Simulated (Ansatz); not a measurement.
**Ir (Fm-3m, 1 atom in the cell): converging a phonon calculation**

Wanted: convergence of the phonons of Ir (Fm-3m, 1 atom in the cell) against cost.

Main program and level: Ansatz 0.2.0; DFT PBE, scalar-relativistic, plane waves, PAW.

The database entry behind the starting cell differs from later determinations by our own check (0.1 to 0.3 % short, probably kX units), so it need not match the best structure at ambient conditions.

## 1. The starting structure

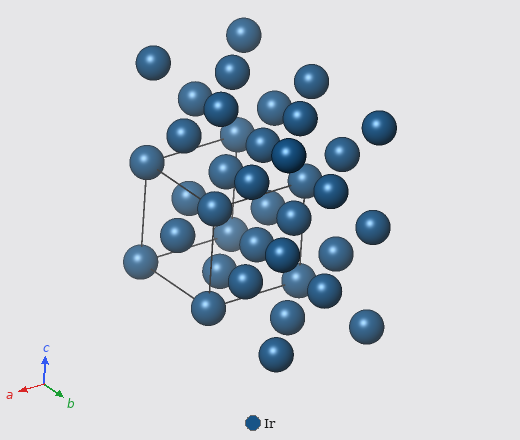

Start, viewed from a free direction; iridium blue. 1×2×2 cells are drawn. This picture shows the conventional cell, with its axes. Some periodic images of atoms are drawn too.

## 2. Relaxing to small forces for the phonons

Phonons need a cell at rest on their own settings, so the relaxation is repeated with tight tolerances on forces and stress on the k mesh and occupations of the first response run.

Contents of input.yaml:

```yaml
crystal:
  lattice:
    - [0.0, 1.9353304886, 1.9353304886]
    - [1.9353304886, 0.0, 1.9353304886]
    - [1.9353304886, 1.9353304886, 0.0]
  atoms:
    - { symbol: Ir, position: [0.0, 0.0, 0.0] }
kpoints:
  mp_grid: { grid: [20, 20, 20] }
hamiltonian:
  xc: pbe
scf:
  occupations: { method: methfessel_paxton, width: 0.2 }
output:
  forces: true
  stress: true
  eigenvalues: true
relax:
  adjacent_minimum: "off"
  f_tol: 0.001
  max_steps: 60
  cell: { stress_tol: 0.01 }
```

Started as:

```console
$ ansatz run input.yaml --threads 4 --pin off --max-ram 7168MiB --backend cpu --events-out ev --progress --plain --runs-dir out
```

Numbers of over 12 decimals in the logs are rounded to 6 here.

What it wrote:

```text
Engine: ansatz 0.2.0, aarch64-unknown-linux-gnu
Pseudopotentials: kind: paw
Pseudopotential: Ir, paw, valence charge 17, recommended cutoff 420 eV (normal), Ir.paw.azcp
Functional definition: PBE
  parameter kappa = 0.804
  parameter beta = 0.066725
  exchange = pbe_x(kappa = kappa, mu = beta*pi^2/3)
  correlation = pbe_c(beta = beta)
Crystal: 1 atoms, lattice volume = 14.498 Å³
[...]
--- Relaxed structure (3 steps of the walk, 2 accepted, 1 SCFs on fresh bases) ---
  F+E_penalty+E_count = -11935.31288412 eV   max|allowed force component| = 0.000e0 eV/Å   (the final SCF, on the basis selected at the relaxed cell)
  cell:  # Å, volume = 14.4896 Å³
    - [0, 1.934974, 1.934974]
    - [1.934974, 0, 1.934974]
    - [1.934974, 1.934974, 0]
  atoms:
    - { symbol: Ir, position: [0.0, 0.0, 0.0] }
[key lines of the parts left out:]
SCF converged after 4 iterations
Free energy (F): -11935.312884 eV
Fermi energy:    25.006710 eV
P = ⅓ Tr σ = 0.0004 GPa (0.004 kbar)
```

Wall time 2.8 s (4 threads of Arm Neoverse V2, shared host); peak memory 0.33 GiB.

Little changed from the start: no atom moved by 0.005 Å and no cell edge by 0.1 %.

Numbers from this step:

| Item | Value |
| --- | --- |
| pressure | 3.58e-4 GPa |
| volume per atom | 14.49 Å³ |
| gap on the k-mesh | 0 eV |

The forces vanish by symmetry and the pressure is 0.000 GPa, within the tolerances set. The cell now holds 14.49 Å³/atom.

## 3. The dispersion

Stability and thermal properties need the whole zone. Linear response on a 4×4×4 q mesh gives force constants as far as a supercell of that size would.

Contents of input.yaml:

```yaml
crystal:
  lattice:
    - [0.0, 1.9349742179, 1.9349742179]
    - [1.9349742179, 0.0, 1.9349742179]
    - [1.9349742179, 1.9349742179, 0.0]
  atoms:
    - { symbol: Ir, position: [0.0, 0.0, 0.0] }
kpoints:
  mp_grid: { grid: [20, 20, 20] }
hamiltonian:
  xc: pbe
scf:
  occupations: { method: methfessel_paxton, width: 0.2 }
output:
  eigenvalues: true
phonons:
  method: dfpt
  qmesh: [4, 4, 4]
  temperatures: { t_max: 1000, t_step: 50 }
  qpath:
    path:
      - [[0.0, 0.0, 0.0], [0.5, 0.0, 0.5], [0.625, 0.25, 0.625]]
      - [[0.375, 0.375, 0.75], [0.0, 0.0, 0.0], [0.5, 0.5, 0.5], [0.5, 0.25, 0.75], [0.5, 0.0, 0.5]]
    npoints: 10
```

What it wrote:

```text
[...]
Crystal: 1 atoms, lattice volume = 14.490 Å³
Basis set: ecut = 420 eV, 283 PW (Γ), exchange–correlation on 40×40×40 points (8 copies of the dense FFT grid, shifted against one another)
Bands: 13, of which v1, the nominal top of the filled ones, is band 9 counted from 1 (8 counted from 0)
Symmetry: 48 space group operations
k-points: 256 of 8000
[...]
SCF iter   1: F=—  HF=-11935.311852 eV  |F-HF|=—  |Δ(HF+E_count)|=         —  Δρ=3.93e-3  dr2=3.03e-4  ethr=1.77e-3  ⟨swp⟩=5.0  Hψ=15880  notcnv=0
[...]
SCF iter   8: F=-11935.312884 eV  HF=-11935.312884 eV  |F-HF|=7.28e-12  |Δ(HF+E_count)|=  4.37e-11  S|Δr|=    0.00e0  Δρ=7.44e-8  dr2=7.48e-13  ethr=1.00e-12  ⟨swp⟩=4.1  Hψ=13718  notcnv=0
SCF 1 converged in 8 iterations: F = -11935.312884 eV  dr2 = 7.48e-13
[...]
NSCF: frozen V_eff on 256 k-points
[...]
DFPT response loops at q = (0, 0, 0) (fractional): preconditioner auto → Kerker (q_TF=auto, 2.802 Å⁻¹) (partly filled bands, converged f_vac=0.000); β = 1.00, the filter's whole step (`scf.mixing.beta` (0.50) is not read by the response loops under this deck's `scf.mixing.preconditioner`; to damp them name `kerker` or `kerker_dos`, under which they read `scf.mixing.beta`, and type it under 1.00, their step now; both keys bind the ground state too); Broyden in place of MSR1
[...]
SCF converged after 8 iterations
[...]
Free energy (F): -11935.312884 eV
[...]
Internal energy: -11935.316012 eV  (E = F + TS)
E sigma→0 (E₀):  -11935.313666 eV
Entropy (-TS):   0.003128 eV (3.128 meV/atom)
Fermi energy:    25.006711 eV
[...]
--- Band table (eV; the first three rows and the last of 256) ---
  k-point 0: bands = [... 5 lower, 21.3073, 21.3073, 21.3073, 23.9003, 23.9003, 38.7317, 44.1102, 44.1102]
  k-point 1: bands = [... 5 lower, 21.2487, 21.3545, 21.3545, 23.8694, 23.8694, 38.9200, 43.5739, 44.2905]
  k-point 2: bands = [... 5 lower, 21.0936, 21.4817, 21.4817, 23.7968, 23.7968, 39.4478, 42.4220, 44.8193]
  k-point 255: bands = [... 5 lower, 20.3427, 20.3427, 23.3164, 26.4884, 32.9968, 33.9208, 33.9208, 38.0869]
--- Phonons (Γ-DFPT): 1 representative perturbation + reference (Σ response iterations 3) ---
  ASR residual: 6.945e-5 → 0.000e0 eV/Å²; symmetrization residual: 6.063e-13 eV/Å²
  ASR residual per site (eV/Å²): 6.95e-5
  Γ frequencies (cm⁻¹): 0.00 0.00 0.00
--- Phonons (arbitrary-q DFPT): 8 irreducible q on the 4×4×4 mesh ---
  q = [0.0000, 0.0000, 0.0000] (star 1, of the zone-centre solve; hermiticity 1.48e-9, symmetrization 8.73e-9): -0.00 -0.00 -0.00
  q = [0.0000, 0.0000, 0.2500] (star 8, 1 solved perturbation on 4200 of 8000 k-point pairs; hermiticity 7.21e-14, symmetrization 2.97e-13): 83.90 83.90 161.48
[...]
q = [0.0000, 0.2500, 0.2500] (star 6, 2 solved perturbations in 3420 linear systems a pass and spin channel, the states on 2210 of 8000 k-point pairs; hermiticity 2.10e-14, symmetrization 5.72e-14): 110.62 110.62 176.09
[...]
sum rule: each row above includes the acoustic sum rule's correction from the zone centre's row sums; it moved no ω² by more than (0.31 cm⁻¹)²
  mesh force constants: q→R imaginary residual 0.00e0; ASR residual 6.945e-5 → 0.000e0 eV/Å²; symmetrization residual 3.553e-15 eV/Å²
  interpolated dispersion: 62 rows × 3 modes
  density of states and harmonic sums: on the 28×28×28 q-mesh, interpolated from the force constants of a 4×4×4 supercell (no non-analytic term)
  largest difference from the sums on the solved wave vectors: F 1.10e-2 eV, S 1.50e-5 and C_V 4.03e-6 eV/K
  zero-point energy: 0.026416 eV/cell   skipped modes (ω ≤ 0): 3   left out of the sums: 4.56e-5 of the cell's modes: C_V's classical limit lies that fraction below 3 k_B per atom; for a crystal, a wire or a layer, F and S can be off by more, and a phonons.interpolated_qmesh denser along its periods is the remedy for the sampling
```

The job ended after 2.1 min (4 threads; peak memory 3.6 GiB).

Numbers from this step:

| Quantity | Value |
| --- | --- |
| sum-rule residual before enforcement | 6.95e-5 eV/Å² |
| lowest frequency on the path | 0 cm⁻¹ |
| highest frequency on the path or at a solved wavevector | 192.8 cm⁻¹ |
| mean frequency | 142 cm⁻¹ |
| Debye temperature (second moment) | 270 K |
| logarithmic mean frequency | 137.9 cm⁻¹ |
| lowest mode on the q mesh (acoustic modes at Γ apart) | 83.9 cm⁻¹ |
| zero-point energy per atom | 26.42 meV |
| heat capacity at 300 K | 23.96 J/(mol atoms K) |
| vibrational entropy at 300 K | 35.76 J/(mol atoms K) |

Frequencies (cm⁻¹) solved at each irreducible wavevector; negative means imaginary. Frequencies by wavevector, by row:

| q in reciprocal lattice units | star | mode 1 | mode 2 | mode 3 |
| --- | --- | --- | --- | --- |
| 0 0 0 | 1 | 0 | 0 | 0 |
| 0 0 0.25 | 8 | 83.9 | 83.9 | 161.5 |
| 0 0 -0.5 | 4 | 112.2 | 112.2 | 192.8 |
| 0 0.25 0.25 | 6 | 110.6 | 110.6 | 176.1 |
| 0 0.25 -0.5 | 24 | 130.5 | 146.4 | 179.4 |
| 0 0.25 -0.25 | 12 | 123.2 | 134.3 | 180.9 |
| 0 -0.5 -0.5 | 3 | 139.8 | 139.8 | 187.2 |
| 0.25 -0.5 -0.25 | 6 | 157 | 158.9 | 158.9 |

Interpolated from a 4×4×4 q mesh. Phonon branches along the path, in cm⁻¹:

| point | branch 1 | branch 2 | branch 3 |
| --- | --- | --- | --- |
| Γ | 0 | 0 | 0 |
| X | 140 | 140 | 187 |
| U | 138 | 160 | 169 |
| jump to K | 138 | 160 | 169 |
| Γ | 0 | 0 | 0 |
| L | 112 | 112 | 193 |
| W | 157 | 159 | 159 |
| X | 140 | 140 | 187 |

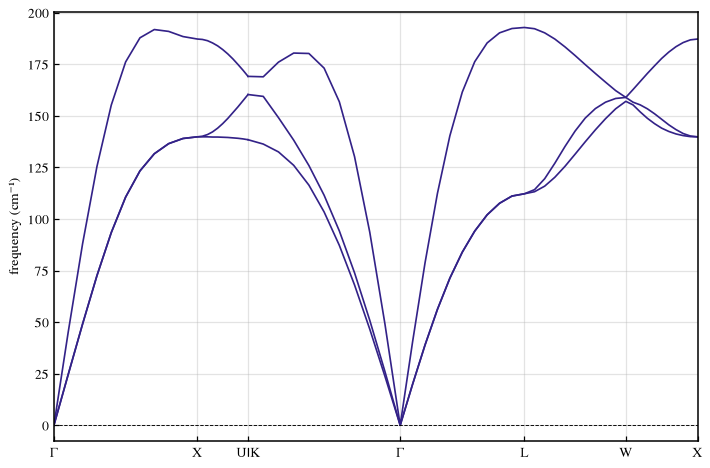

Phonon branches along the path.

Symmetry leaves 8 wavevectors to solve. The lowest mode among them, the acoustic zeros apart, lies at q = (0, 0, 0.25) and is real, 83.9 cm⁻¹.

## 4. Another q mesh, q mesh 2×2×2

The q mesh is changed to 2×2×2, to see how far the force constants must reach.

input.yaml, as its differences from that of step 3:

```diff
@@ -17,3 +17,3 @@
   method: dfpt
-  qmesh: [4, 4, 4]
+  qmesh: [2, 2, 2]
   temperatures: { t_max: 1000, t_step: 50 }
```

What it wrote:

```text
[...]
Crystal: 1 atoms, lattice volume = 14.490 Å³
Basis set: ecut = 420 eV, 283 PW (Γ), exchange–correlation on 40×40×40 points (8 copies of the dense FFT grid, shifted against one another)
Bands: 13, of which v1, the nominal top of the filled ones, is band 9 counted from 1 (8 counted from 0)
Symmetry: 48 space group operations
k-points: 256 of 8000
[...]
SCF iter   1: F=—  HF=-11935.311852 eV  |F-HF|=—  |Δ(HF+E_count)|=         —  Δρ=3.93e-3  dr2=3.03e-4  ethr=1.77e-3  ⟨swp⟩=5.0  Hψ=15880  notcnv=0
[...]
SCF iter   8: F=-11935.312884 eV  HF=-11935.312884 eV  |F-HF|=7.28e-12  |Δ(HF+E_count)|=  4.37e-11  S|Δr|=    0.00e0  Δρ=7.44e-8  dr2=7.48e-13  ethr=1.00e-12  ⟨swp⟩=4.1  Hψ=13718  notcnv=0
SCF 1 converged in 8 iterations: F = -11935.312884 eV  dr2 = 7.48e-13
[...]
SCF converged after 8 iterations
[...]
Free energy (F): -11935.312884 eV
[...]
Internal energy: -11935.316012 eV  (E = F + TS)
E sigma→0 (E₀):  -11935.313666 eV
Entropy (-TS):   0.003128 eV (3.128 meV/atom)
Fermi energy:    25.006711 eV
[...]
--- Band table (eV; the first three rows and the last of 256) ---
  k-point 0: bands = [... 5 lower, 21.3073, 21.3073, 21.3073, 23.9003, 23.9003, 38.7317, 44.1102, 44.1102]
  k-point 1: bands = [... 5 lower, 21.2487, 21.3545, 21.3545, 23.8694, 23.8694, 38.9200, 43.5739, 44.2905]
  k-point 2: bands = [... 5 lower, 21.0936, 21.4817, 21.4817, 23.7968, 23.7968, 39.4478, 42.4220, 44.8193]
  k-point 255: bands = [... 5 lower, 20.3427, 20.3427, 23.3164, 26.4884, 32.9968, 33.9208, 33.9208, 38.0869]
[...]
ASR residual: 6.945e-5 → 0.000e0 eV/Å²; symmetrization residual: 6.063e-13 eV/Å²
  ASR residual per site (eV/Å²): 6.95e-5
  Γ frequencies (cm⁻¹): 0.00 0.00 0.00
--- Phonons (arbitrary-q DFPT): 3 irreducible q on the 2×2×2 mesh ---
[...]
interpolated dispersion: 62 rows × 3 modes
[...]
```

Run time: 20 s. Hardware: 4 threads; peak memory 1.2 GiB; 72 s of CPU time.

Numbers from this step:

* mean frequency: 136.4 cm⁻¹
* lowest mode on the q mesh (acoustic modes at Γ apart): 112.2 cm⁻¹

Frequencies (cm⁻¹) solved at each irreducible wavevector; negative means imaginary. Frequencies by wavevector, by row:

| q in reciprocal lattice units | star | mode 1 | mode 2 | mode 3 |
| --- | --- | --- | --- | --- |
| 0 0 0 | 1 | 0 | 0 | 0 |
| 0 0 -0.5 | 4 | 112.2 | 112.2 | 192.8 |
| 0 -0.5 -0.5 | 3 | 139.8 | 139.8 | 187.2 |

Interpolated from a 2×2×2 q mesh, rough between the solved points. The phonon branches at the labelled points (cm⁻¹):

| point | branch 1 | branch 2 | branch 3 |
| --- | --- | --- | --- |
| Γ | 0 | 0 | 0 |
| X | 140 | 140 | 187 |
| U | 133 | 161 | 177 |
| jump to K | 133 | 161 | 177 |
| Γ | 0 | 0 | 0 |
| L | 112 | 112 | 193 |
| W | 142 | 168 | 168 |
| X | 140 | 140 | 187 |

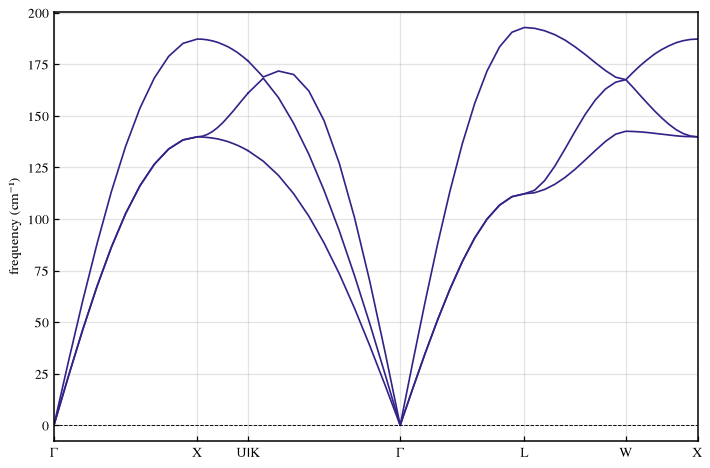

Phonon branches along the path.

The mean frequency is 136.4 cm⁻¹, -5.6 cm⁻¹ against the base run.

On this path the spectrum ends at 193 cm⁻¹ (at L). No branch goes imaginary on this path.

## 5. Another q mesh, k-mesh 21×21×21, q mesh 3×3×3

The q mesh is changed to 3×3×3, to see how far the force constants must reach; the k mesh is 21×21×21, against 20×20×20 in the base run, so that the q mesh divides it.

input.yaml, as its differences from that of step 4:

```diff
@@ -8,3 +8,3 @@
 kpoints:
-  mp_grid: { grid: [20, 20, 20] }
+  mp_grid: { grid: [21, 21, 21] }
 hamiltonian:
@@ -17,3 +17,3 @@
   method: dfpt
-  qmesh: [2, 2, 2]
+  qmesh: [3, 3, 3]
   temperatures: { t_max: 1000, t_step: 50 }
```

What it wrote:

```text
[...]
Crystal: 1 atoms, lattice volume = 14.490 Å³
Basis set: ecut = 420 eV, 283 PW (Γ), exchange–correlation on 40×40×40 points (8 copies of the dense FFT grid, shifted against one another)
Bands: 13, of which v1, the nominal top of the filled ones, is band 9 counted from 1 (8 counted from 0)
Symmetry: 48 space group operations
k-points: 286 of 9261
[...]
k-point 285: bands = [... 5 lower, 20.1359, 20.5350, 23.3613, 26.4370, 32.5495, 34.0157, 34.2765, 38.2054]
[...]
ASR residual: 1.412e-4 → 0.000e0 eV/Å²; symmetrization residual: 3.941e-12 eV/Å²
  ASR residual per site (eV/Å²): 1.41e-4
  Γ frequencies (cm⁻¹): 0.00 0.00 0.00
--- Phonons (arbitrary-q DFPT): 4 irreducible q on the 3×3×3 mesh ---
[...]
interpolated dispersion: 62 rows × 3 modes
[...]
[key lines of the parts left out:]
SCF converged after 8 iterations
Free energy (F): -11935.309546 eV
Fermi energy:    25.081231 eV
```

Elapsed: 66 s, on 4 threads; peak memory 2.3 GiB; 4.1 min of CPU time.

Frequencies (cm⁻¹) solved at each irreducible wavevector; negative means imaginary. Frequencies by wavevector, by row:

| q in reciprocal lattice units | star | mode 1 | mode 2 | mode 3 |
| --- | --- | --- | --- | --- |
| 0 0 0 | 1 | 0 | 0 | 0 |
| 0 0 0.3333 | 8 | 93 | 93 | 177.4 |
| 0 0.3333 0.3333 | 6 | 123.7 | 123.7 | 182.4 |
| 0 0.3333 -0.3333 | 12 | 117 | 147.5 | 148.7 |

The mean frequency is 130.9 cm⁻¹, -11.1 cm⁻¹ against the base run, whose k mesh differs too.

## 6. Another q mesh, k-mesh 24×24×24, q mesh 6×6×6

The q mesh is changed to 6×6×6, to see how far the force constants must reach; the k mesh is 24×24×24, against 20×20×20 in the base run, so that the q mesh divides it.

input.yaml, as its differences from that of step 5:

```diff
@@ -8,3 +8,3 @@
 kpoints:
-  mp_grid: { grid: [21, 21, 21] }
+  mp_grid: { grid: [24, 24, 24] }
 hamiltonian:
@@ -17,3 +17,3 @@
   method: dfpt
-  qmesh: [3, 3, 3]
+  qmesh: [6, 6, 6]
   temperatures: { t_max: 1000, t_step: 50 }
```

What it wrote:

```text
[...]
Crystal: 1 atoms, lattice volume = 14.490 Å³
Basis set: ecut = 420 eV, 283 PW (Γ), exchange–correlation on 40×40×40 points (8 copies of the dense FFT grid, shifted against one another)
Bands: 13, of which v1, the nominal top of the filled ones, is band 9 counted from 1 (8 counted from 0)
Symmetry: 48 space group operations
k-points: 413 of 13824
[...]
ASR residual: 1.474e-4 → 0.000e0 eV/Å²; symmetrization residual: 2.880e-12 eV/Å²
  ASR residual per site (eV/Å²): 1.47e-4
  Γ frequencies (cm⁻¹): 0.00 0.00 0.00
--- Phonons (arbitrary-q DFPT): 16 irreducible q on the 6×6×6 mesh ---
[...]
q = [0.1667, 0.3333, -0.5000] (star 24, 3 solved perturbations on 7200 of 13824 k-point pairs; hermiticity 1.46e-7, symmetrization 8.35e-14): 140.18 145.79 174.63
[...]
interpolated dispersion: 62 rows × 3 modes
[...]
[key lines of the parts left out:]
SCF converged after 8 iterations
Free energy (F): -11935.308905 eV
Fermi energy:    25.067841 eV
```

Elapsed: 16 min, on 4 threads; peak memory 4.2 GiB; 60 min of CPU time.

The mean frequency is 140.2 cm⁻¹, -1.8 cm⁻¹ against the base run, whose k mesh differs too.

## 7. Comparing the runs

Times are for 4 threads of Arm Neoverse V2, shared host. The runs compared:

| no. | q mesh | k-mesh | mean frequency (cm⁻¹) | lowest frequency on the path (cm⁻¹) | time | memory (GiB) |
| --- | --- | --- | --- | --- | --- | --- |
| 1 | 2×2×2 | 20×20×20 | 136.4 | 0 | 20 s | 1.2 |
| 2 | 3×3×3 | 21×21×21 | 130.9 | 0 | 66 s | 2.3 |
| 3 | 6×6×6 | 24×24×24 | 140.2 | 0 | 16 min | 4.2 |

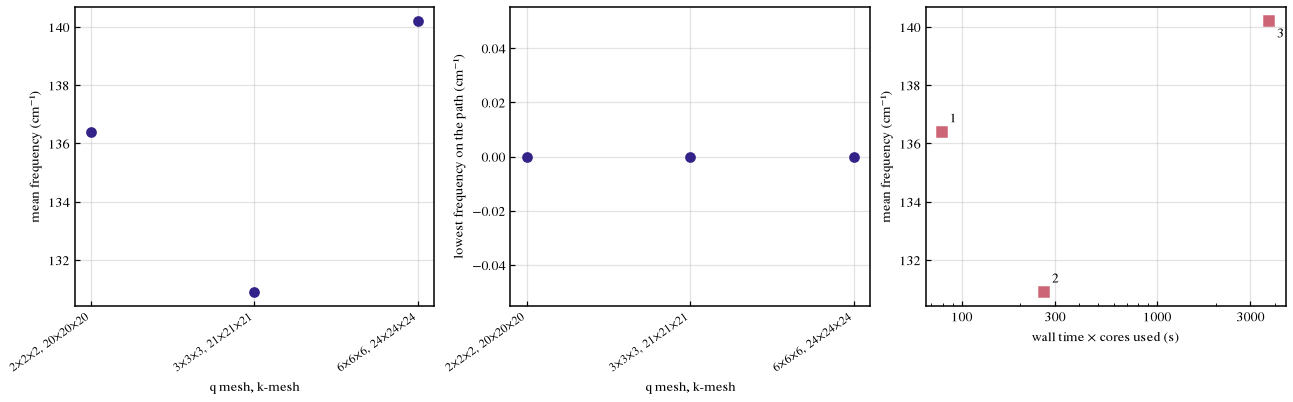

The series as plots; the last panel sets the first result against cost, with the runs numbered as in the table.

The runs together. Table of phonon density of states by wavenumber; read off at these points; values in 1/cm⁻¹/cell:

| wavenumber (cm⁻¹) | 2×2×2, 20×20×20 | 3×3×3, 21×21×21 | 6×6×6, 24×24×24 |
| --- | --- | --- | --- |
| 10.0 | 5.0e-5 | 2.5e-5 | 1.5e-5 |
| 20.0 | 2.8e-4 | 1.5e-4 | 1.1e-4 |
| 30.0 | 6.8e-4 | 3.6e-4 | 2.6e-4 |
| 40.0 | 0.00128 | 7.0e-4 | 4.9e-4 |
| 50.0 | 0.00210 | 0.00121 | 8.5e-4 |
| 60.0 | 0.00324 | 0.00198 | 0.00141 |
| 70.0 | 0.00477 | 0.00317 | 0.0023 |
| 80.0 | 0.00694 | 0.00524 | 0.00387 |
| 90.0 | 0.0101 | 0.00994 | 0.00652 |
| 100.0 | 0.0150 | 0.0320 | 0.0105 |
| 110.0 | 0.0258 | 0.0427 | 0.0191 |
| 120.0 | 0.0365 | 0.0511 | 0.0359 |
| 125.0 | 0.0382 | 0.0527 | 0.0408 |
| 130.0 | 0.0399 | 0.0461 | 0.0468 |
| 140.0 | 0.0373 | 0.0143 | 0.0514 |
| 145.0 | 0.0230 | 0.00439 | 0.0537 |
| 150.0 | 0.0229 | 0.00713 | 0.0328 |
| 160.0 | 0.0210 | 0.0189 | 0.0217 |
| 170.0 | 0.0224 | 0.0350 | 0.0289 |
| 175.0 | 0.0461 | 0.0382 | 0.0424 |
| 177.0 | 0.0512 | 0.0320 | 0.0534 |
| 180.0 | 0.0435 | 0.0224 | 0.0434 |
| 190.0 | 0.00741 | 0.00709 | 0.00194 |

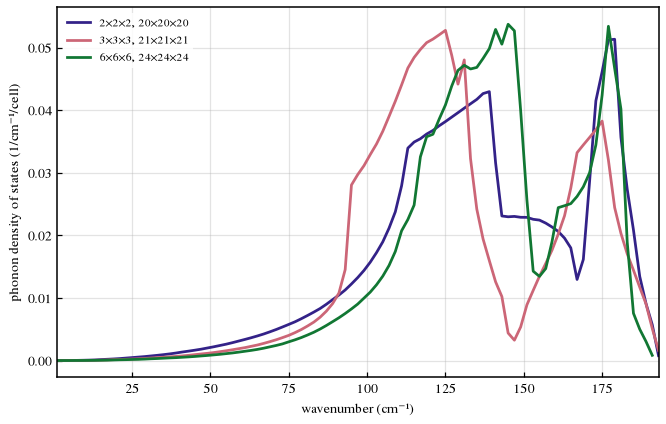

Phonon density of states against wavenumber.

The runs together, line C_V. C_V against temperature; values in J/mol-atom/K:

| temperature (K) | 2×2×2, 20×20×20 | 3×3×3, 21×21×21 | 6×6×6, 24×24×24 |
| --- | --- | --- | --- |
| 0 | 0 | 0 | 0 |
| 50 | 8.47 | 9.11 | 7.86 |
| 100 | 18.2 | 18.6 | 17.9 |
| 150 | 21.6 | 21.8 | 21.4 |
| 200 | 22.9 | 23.1 | 22.9 |
| 250 | 23.6 | 23.7 | 23.6 |
| 300 | 24.0 | 24.1 | 24.0 |
| 350 | 24.3 | 24.3 | 24.2 |
| 400 | 24.4 | 24.5 | 24.4 |
| 450 | 24.5 | 24.6 | 24.5 |
| 500 | 24.6 | 24.6 | 24.6 |
| 550 | 24.7 | 24.7 | 24.7 |
| 600 | 24.7 | 24.7 | 24.7 |
| 650 | 24.7 | 24.8 | 24.7 |
| 700 | 24.8 | 24.8 | 24.8 |
| 750 | 24.8 | 24.8 | 24.8 |
| 800 | 24.8 | 24.8 | 24.8 |
| 850 | 24.8 | 24.8 | 24.8 |
| 900 | 24.8 | 24.8 | 24.8 |
| 950 | 24.8 | 24.9 | 24.8 |
| 1000 | 24.9 | 24.9 | 24.9 |

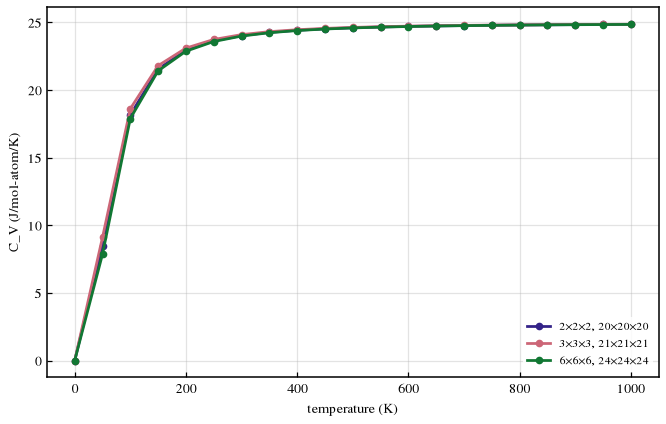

C_V, plotted against temperature.

[end of part 1 of 3]

[Logs are printed without paths, hosts, clocks, repeated set-up lines and the standing remarks that a program may print on its own settings, such as how far it seeks lower states.]

[Hosts, paths, dates, database ids (printed as entryN), source tags and the programs' standing remarks are cut or masked in the printed files.]
